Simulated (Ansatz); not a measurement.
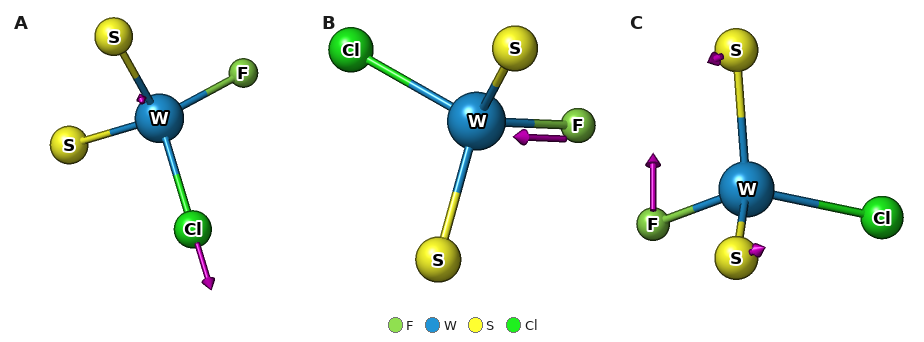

3 normal modes of one molecule or complex, as arrows. The species is neutral and a spin singlet. Harmonic vibrations computed with RKS PBE0-D4/def2-TZVP, core potentials on W (Ansatz 0.2.0) at a stationary point of the same level.

### Match the panels to the wavenumbers 208 cm⁻¹, 423 cm⁻¹, 703 cm⁻¹.

A: 423 cm⁻¹, W–Cl stretching
B: 703 cm⁻¹, W–F stretching
C: 208 cm⁻¹, F–W–S bending
